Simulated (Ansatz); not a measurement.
# Run report: TiH3BrClO2F, geometry relaxation

The run: geometry relaxation of TiH3BrClO2F. Method and program: RHF/def2-SVP (Ansatz 0.2.0).

The input holds or restrains some coordinates. It belongs to a series of runs on one base structure; here: pulled along the bonds that form and break, towards end A. Figures and captions count atoms from 1; the log counts them from 0 in places.

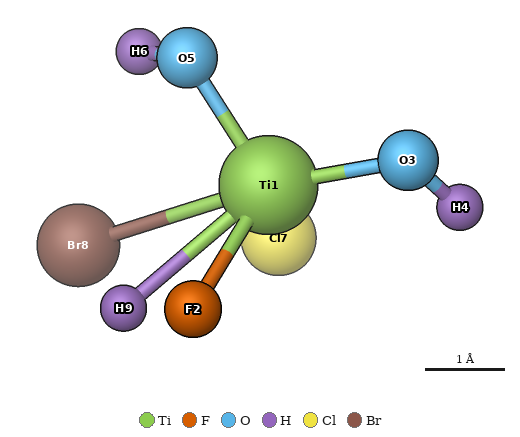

Fig. 1: The input geometry (ball-and-stick view, seen at a tilt; atoms are numbered from 1 in the order of the input). Sticks mark near contacts. Bond lengths as drawn: Br–Ti 2.85 Å, Cl–Ti 2.37 Å, F–Ti 2.18 Å, H–O 1.01 Å, H–Ti 2.43 Å and O–Ti 1.92 Å.

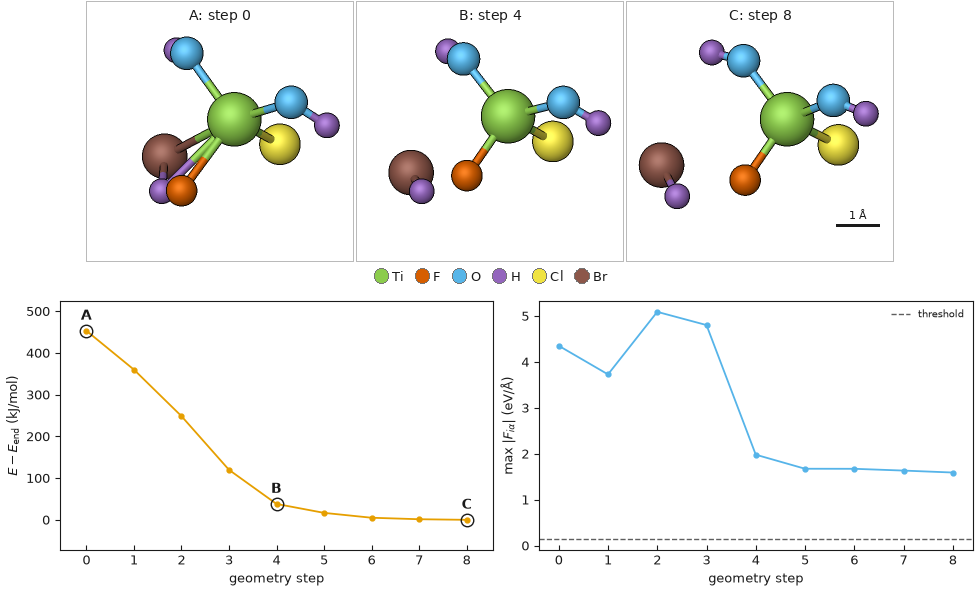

Fig. 2: Frames of the restrained relaxation (ball-and-stick view, seen at a tilt) above the curves, on which the letters mark them (the first geometry is step 0 here and step 1 in the log).

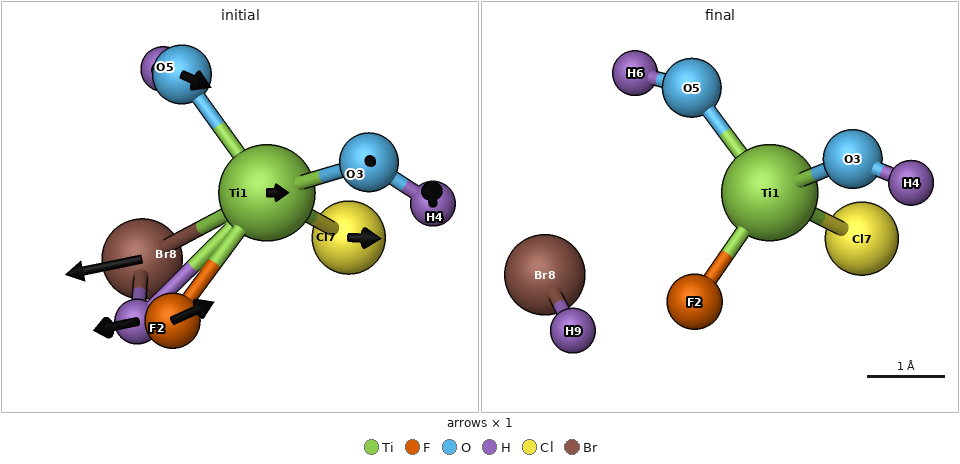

Fig. 3: Before (left) and after (right) the restrained relaxation, at one scale (ball-and-stick view, seen at a tilt). The black arrows give the displacements, at true length. Over 8 geometry steps the energy falls by 453.2 kJ/mol. The largest force component goes from 4.4 to 1.6 eV/Å. The largest move after the best rigid fit is that of Br8, 1.03 Å. By element the largest moves are Br 1.03 Å, H 0.74 Å, F 0.65 Å, Cl 0.47 Å, O 0.45 Å, Ti 0.31 Å. Among the contacts that change: Ti1–Br8 2.850 → 3.757 Å, Ti1–H9 2.428 → 3.245 Å, Br8–H9 1.891 → 1.488 Å, Ti1–F2 2.180 → 1.798 Å. Bonds break: Ti1–Br8 (2.85 → 3.76 Å). Among the angles that change: Ti1–O3–H4 109.5° → 141.8°, Ti1–O5–H6 109.5° → 136.9°, O5–Ti1–Cl7 109.5° → 111.9°. (Atoms are counted from 1 in the order of the input.)

The input and output of the run follow.

## Input
```yaml
crystal:
  periodic: [false, false, false]
  atoms:
    - { symbol: Ti, position_ang: [0.0, 0.0, 0.0] }
    - { symbol: F, position_ang: [0.0, 0.0, 2.18] }
    - { symbol: O, position_ang: [1.8106, 0.0, -0.6394] }
    - { symbol: H, position_ang: [2.1269, -0.9521, -0.756] }
    - { symbol: O, position_ang: [-0.9043, 1.5667, -0.6394] }
    - { symbol: H, position_ang: [-1.8621, 1.336, -0.8617] }
    - { symbol: Cl, position_ang: [-1.1163, -1.9339, -0.7892] }
    - { symbol: Br, position_ang: [-2.6612, -0.4827, 0.8987] }
    - { symbol: H, position_ang: [-1.2167, -0.2207, 2.09] }
basis:
  gaussian: { orbitals: def2-SVP }
hamiltonian:
  xc: hf
relax:
  f_tol: 0.15
  max_steps: 25
  restrain:
    - { distance: [0, 7], at: 3.75, k: 30.0 }
    - { distance: [8, 1], at: 2.12, k: 30.0 }
    - { distance: [0, 1], at: 1.83, k: 30.0 }
    - { distance: [8, 7], at: 1.55, k: 30.0 }
```

Launch command:
```bash
ansatz run input.yaml --threads 4 --pin off --max-ram 5120MiB --backend cpu --events-out ev --progress --plain --runs-dir out
```

## The program's output
```
The last accepted step is kept in [file] (removed where the run ends without a failure and the disk answers)
Engine: ansatz 0.2.0, x86_64-unknown-linux-gnu
Functional definition: HF
  exchange = exact_x
  correlation = 0
1488 factors; integrals over basis functions are off by at most 4.2e-4 eV
mean field evaluation 1: about -112384.1382 eV, gradient 7.0e1 eV
mean field evaluation 2: about -112384.2542 eV, gradient 7.0e1 eV
mean field evaluation 4: about -112395.9370 eV, gradient 2.4e1 eV
mean field evaluation 8: about -112397.0044 eV, gradient 8.4e-1 eV
mean field evaluation 16: about -112397.0440 eV, gradient 4.6e-5 eV
mean field -112397.04399459 eV, -4130.5151813486 hartree, gradient 4.6e-5 eV, S^2 0.000000; 0 other end points of the search recorded, 0 dependent functions left out
the calculation of the forces begins
reference -112397.04399459 eV, -4130.5151813486 hartree; 51, 51 occupied and 87, 87 virtual orbitals, 1488 factors
relax step   1: F+E_penalty+E_count = -112397.04399459 eV  Δ(F+E_penalty+E_count) = +0.000e0 eV  max|allowed force component| = 4.352e0 eV/Å  E_restraint = 27.34767732 eV  max|allowed force component, restraints' pulls added| = 3.239e1 eV/Å  Δτ_max = 0.0000 Å  (50 SCF iters, accepted)
  distance Ti 0 - Br 7 = 2.8500 Å
  distance H 8 - F 1 = 1.2398 Å
  distance Ti 0 - F 1 = 2.1800 Å
  distance H 8 - Br 7 = 1.8906 Å
these checks for a lower state are left out or cut short: starts, cluster_reference, orbital_swaps, neighbouring_geometries, increment
1488 factors; integrals over basis functions are off by at most 6.2e-4 eV
mean field -112398.00960742 eV, -4130.5506669656 hartree, gradient 1.8e-5 eV, S^2 0.000000; 0 other end points of the search recorded, 0 dependent functions left out
[... from here on the field's lines of each further geometry are left out, up to the last ...]
relax step   2: F+E_penalty+E_count = -112398.00960742 eV  Δ(F+E_penalty+E_count) = -9.656e-1 eV  max|allowed force component| = 3.729e0 eV/Å  E_restraint = 12.87044349 eV  max|allowed force component, restraints' pulls added| = 2.552e1 eV/Å  Δτ_max = 0.1948 Å  (54 SCF iters, accepted)
relax step   3: F+E_penalty+E_count = -112399.16472443 eV  Δ(F+E_penalty+E_count) = -1.155e0 eV  max|allowed force component| = 5.091e0 eV/Å  E_restraint = 4.02497068 eV  max|allowed force component, restraints' pulls added| = 1.302e1 eV/Å  Δτ_max = 0.1949 Å  (45 SCF iters, accepted)
relax step   4: F+E_penalty+E_count = -112400.49889747 eV  Δ(F+E_penalty+E_count) = -1.334e0 eV  max|allowed force component| = 4.803e0 eV/Å  E_restraint = 0.49952176 eV  max|allowed force component, restraints' pulls added| = 4.559e0 eV/Å  Δτ_max = 0.1947 Å  (44 SCF iters, accepted)
relax step   5: F+E_penalty+E_count = -112401.34598480 eV  Δ(F+E_penalty+E_count) = -8.471e-1 eV  max|allowed force component| = 1.980e0 eV/Å  E_restraint = 0.08482046 eV  max|allowed force component, restraints' pulls added| = 1.084e0 eV/Å  Δτ_max = 0.1947 Å  (42 SCF iters, accepted)
relax step   6: F+E_penalty+E_count = -112401.56815297 eV  Δ(F+E_penalty+E_count) = -2.222e-1 eV  max|allowed force component| = 1.674e0 eV/Å  E_restraint = 0.09922985 eV  max|allowed force component, restraints' pulls added| = 1.187e0 eV/Å  Δτ_max = 0.1907 Å  (42 SCF iters, accepted)
relax step   7: F+E_penalty+E_count = -112401.68916075 eV  Δ(F+E_penalty+E_count) = -1.210e-1 eV  max|allowed force component| = 1.673e0 eV/Å  E_restraint = 0.07540614 eV  max|allowed force component, restraints' pulls added| = 6.216e-1 eV/Å  Δτ_max = 0.2000 Å  (42 SCF iters, accepted)
relax step   8: F+E_penalty+E_count = -112401.72618223 eV  Δ(F+E_penalty+E_count) = -3.702e-2 eV  max|allowed force component| = 1.634e0 eV/Å  E_restraint = 0.07425767 eV  max|allowed force component, restraints' pulls added| = 2.156e-1 eV/Å  Δτ_max = 0.1426 Å  (42 SCF iters, accepted)
the calculation of the forces begins
reference -112401.74108379 eV, -4130.6877961927 hartree; 51, 51 occupied and 87, 87 virtual orbitals, 1488 factors
relax step   9: F+E_penalty+E_count = -112401.74108379 eV  Δ(F+E_penalty+E_count) = -1.490e-2 eV  max|allowed force component| = 1.592e0 eV/Å  E_restraint = 0.07314856 eV  max|allowed force component, restraints' pulls added| = 6.636e-2 eV/Å  Δτ_max = 0.1118 Å  (42 SCF iters, accepted)
  distance Ti 0 - Br 7 = 3.7574 Å
  distance H 8 - F 1 = 2.1203 Å
  distance Ti 0 - F 1 = 1.7978 Å
  distance H 8 - Br 7 = 1.4885 Å
1488 factors; integrals over basis functions are off by at most 9.8e-4 eV
mean field evaluation 96: about -112401.7411 eV, gradient 1.8e-4 eV
mean field -112401.74108379 eV, -4130.6877961927 hartree, gradient 1.4e-5 eV, S^2 0.000000; 1 other end points of the search recorded, 0 dependent functions left out
the calculation of the forces begins
reference -112401.74108379 eV, -4130.6877961927 hartree; 51, 51 occupied and 87, 87 virtual orbitals, 1488 factors
Total energy: -112401.74108379 eV, -4130.6877961927 hartree
Atom 0 at     0.104753    -0.202968    -0.185712 Å, force     0.161817    -0.106258     0.917517 eV/Å
Atom 1 at     0.050965    -0.316964     1.607681 Å, force     0.080767     0.068120    -1.032032 eV/Å
Atom 2 at     1.752361    -0.003375    -0.697042 Å, force    -0.005253    -0.051812     0.041135 eV/Å
Atom 3 at     2.577894    -0.462238    -0.737767 Å, force     0.038672     0.037172    -0.026468 eV/Å
Atom 4 at    -0.801971     1.165936    -0.748465 Å, force    -0.028148     0.014820     0.005380 eV/Å
Atom 5 at    -1.686064     1.493418    -0.660854 Å, force    -0.012597     0.025164    -0.006671 eV/Å
Atom 6 at    -0.675830    -2.112108    -1.011064 Å, force     0.001370    -0.007711    -0.002869 eV/Å
Atom 7 at    -3.208795    -0.049362     1.579235 Å, force     1.355023    -0.165449     1.046590 eV/Å
Atom 8 at    -1.936412    -0.199039     2.336987 Å, force    -1.591652     0.185953    -0.942581 eV/Å
Dipole moment:     0.303673     0.187612    -0.015301 e Å
```

## Trajectory as extended XYZ (Å, eV, eV/Å), 9 frames, from step=1 to step=9
```
9
Properties=species:S:1:pos:R:3:forces:R:3 step=1 energy=-112397.04399
Ti    0.0000    0.0000    0.0000   -1.1324   2.0916  -1.7524
F     0.0000    0.0000    2.1800   -2.4351  -0.5273  -2.2644
O     1.8106    0.0000   -0.6394   -3.2601  -3.0368   1.3281
H     2.1269   -0.9521   -0.7560   -0.5050   2.7117   0.1539
O    -0.9043    1.5667   -0.6394    0.1787  -4.3520   0.4824
H    -1.8621    1.3360   -0.8617    2.5962   0.9143   0.7268
Cl   -1.1163   -1.9339   -0.7892    3.7114  -0.0806  -1.6577
Br   -2.6612   -0.4827    0.8987   -0.4881   1.9566   3.4164
H    -1.2167   -0.2207    2.0900    1.3345   0.3223  -0.4331
9
Properties=species:S:1:pos:R:3:forces:R:3 step=2 energy=-112398.00961
Ti    0.1279    0.0426    0.0043   -2.7080   1.4196  -0.1297
F     0.0980    0.0170    2.0897   -0.4156  -0.1424  -3.2842
O     1.8068   -0.0150   -0.6358   -2.0380  -1.7306   0.8271
H     2.1252   -0.9385   -0.7559   -0.0491   1.5729  -0.0105
O    -0.8910    1.5297   -0.6340    0.9511  -3.7286   0.6529
H    -1.8424    1.3397   -0.8546    2.0989   0.4967   0.6332
Cl   -1.0731   -1.9261   -0.8020    3.0652   1.0561  -0.5094
Br   -2.8001   -0.4878    1.0352    1.1587   1.3615   3.3903
H    -1.3743   -0.2484    2.0361   -2.0634  -0.3053  -1.5697
9
Properties=species:S:1:pos:R:3:forces:R:3 step=3 energy=-112399.16472
Ti    0.2194    0.0769    0.0163   -5.0906   0.9731   1.3637
F     0.2279    0.0410    1.9877    0.1496   0.0034  -3.5846
O     1.7968   -0.0264   -0.6322    0.3406  -0.9817  -0.1592
H     2.1272   -0.9276   -0.7566    0.2812   0.7812  -0.1412
O    -0.8744    1.4924   -0.6253    1.2359  -2.9707   0.6708
H    -1.8211    1.3421   -0.8478    1.7697   0.2635   0.5279
Cl   -1.0426   -1.9058   -0.7995    2.6635   1.3600  -0.0291
Br   -2.8918   -0.4989    1.1327    1.4775   1.0349   2.9256
H    -1.5644   -0.2805    2.0078   -2.8275  -0.4637  -1.5739
9
Properties=species:S:1:pos:R:3:forces:R:3 step=4 energy=-112400.49890
Ti    0.2540    0.1082    0.0112   -4.8027  -0.0182   0.8923
F     0.3124    0.0588    1.8417   -0.0002   0.0441  -2.0253
O     1.8108   -0.0369   -0.6411    1.1928  -0.3852  -0.5883
H     2.1485   -0.9220   -0.7650    0.4459   0.2427  -0.1960
O    -0.8355    1.4415   -0.6123    0.9023  -1.7117   0.4352
H    -1.7755    1.3434   -0.8346    1.1820   0.1644   0.3416
Cl   -0.9667   -1.8572   -0.7898    1.9486   1.3804   0.3208
Br   -3.0356   -0.5132    1.2632    1.2461   0.6427   1.7835
H    -1.7355   -0.3093    2.0098   -2.1147  -0.3592  -0.9638
9
Properties=species:S:1:pos:R:3:forces:R:3 step=5 energy=-112401.34599
Ti    0.1961    0.0705   -0.0452   -0.6522  -0.6307   0.9159
F     0.2668    0.0496    1.7487   -0.1677  -0.0189  -0.9863
O     1.8178   -0.0431   -0.6655    0.2243  -0.2560  -0.2140
H     2.1995   -0.9098   -0.7885    0.2443   0.4004  -0.0903
O    -0.7815    1.4007   -0.6142   -0.2304  -0.0918  -0.2196
H    -1.7164    1.3630   -0.8205    0.4770   0.2500   0.1140
Cl   -0.8200   -1.7981   -0.7858    0.5228   0.2170   0.0392
Br   -3.1663   -0.5008    1.4069    1.5620   0.4193   1.1824
H    -1.8191   -0.3187    2.0471   -1.9802  -0.2893  -0.7414
9
Properties=species:S:1:pos:R:3:forces:R:3 step=6 energy=-112401.56815
Ti    0.1572   -0.0367   -0.1143    0.5008   0.2606   1.0688
F     0.1842   -0.0961    1.6802   -0.1229  -0.0154  -1.0343
O     1.8356    0.0210   -0.6586   -0.3496  -0.7599  -0.0766
H     2.3286   -0.7896   -0.8068   -0.0393   0.6919   0.0411
O    -0.7563    1.3609   -0.6340   -0.1905  -0.3658  -0.1812
H    -1.6854    1.3963   -0.8485    0.2905   0.2180   0.1060
Cl   -0.7653   -1.9001   -0.8663    0.1176  -0.0889  -0.1207
Br   -3.2198   -0.3880    1.5250    1.4676   0.2443   0.9816
H    -1.9019   -0.2543    2.2064   -1.6742  -0.1848  -0.7846
9
Properties=species:S:1:pos:R:3:forces:R:3 step=7 energy=-112401.68916
Ti    0.1239   -0.1302   -0.1176    0.2633   0.1491   0.3532
F     0.1026   -0.1802    1.6743   -0.0192  -0.0708  -0.8640
O     1.7701    0.0238   -0.6826   -0.1616  -0.2421   0.1823
H     2.4462   -0.6330   -0.7783    0.1247   0.1250  -0.0510
O    -0.7472    1.2463   -0.7290   -0.1835  -0.1345   0.1096
H    -1.6736    1.4458   -0.7832    0.0920   0.0994   0.0077
Cl   -0.6965   -2.0048   -1.0000    0.0629   0.0420   0.1509
Br   -3.2261   -0.1987    1.5893    1.4943  -0.0488   0.9819
H    -1.9225   -0.2558    2.3101   -1.6729   0.0808  -0.8706
9
Properties=species:S:1:pos:R:3:forces:R:3 step=8 energy=-112401.72618
Ti    0.1251   -0.1675   -0.1574    0.0326  -0.2257   0.7759
F     0.0824   -0.3019    1.6324    0.0326   0.1125  -0.9367
O     1.7681    0.0261   -0.6890    0.1001  -0.1238   0.0182
H     2.5165   -0.5480   -0.7748    0.0525   0.1154  -0.0312
O    -0.7986    1.1916   -0.7207    0.0692  -0.0212   0.0406
H    -1.7063    1.4455   -0.6444   -0.1157   0.1000  -0.0109
Cl   -0.6555   -2.0747   -0.9957    0.0387   0.0300   0.0226
Br   -3.2246   -0.0941    1.5494    1.4241  -0.0560   1.0125
H    -1.9302   -0.1637    2.2832   -1.6342   0.0688  -0.8910
9
Properties=species:S:1:pos:R:3:forces:R:3 step=9 energy=-112401.74108
Ti    0.1048   -0.2030   -0.1857    0.1618  -0.1063   0.9175
F     0.0510   -0.3170    1.6077    0.0808   0.0681  -1.0320
O     1.7524   -0.0034   -0.6970   -0.0053  -0.0518   0.0411
H     2.5779   -0.4622   -0.7378    0.0387   0.0372  -0.0265
O    -0.8020    1.1659   -0.7485   -0.0281   0.0148   0.0054
H    -1.6861    1.4934   -0.6609   -0.0126   0.0252  -0.0067
Cl   -0.6758   -2.1121   -1.0111    0.0014  -0.0077  -0.0029
Br   -3.2088   -0.0494    1.5792    1.3550  -0.1654   1.0466
H    -1.9364   -0.1990    2.3370   -1.5917   0.1860  -0.9426
```

## Summary

```csv
quantity,value
outcome,converged under the restraints of the input
total energy,−112401.7411 eV
mean-field energy,−112401.7411 eV
"largest force (length of the vector) at the end, held atoms and coordinates included",1.859 eV/Å
hardware,"4 threads of AMD EPYC (Zen 5), 16 GiB of memory available, shared host"
wall time,9.2 s (CPU time 33 s)
peak memory,0.43 GiB
```
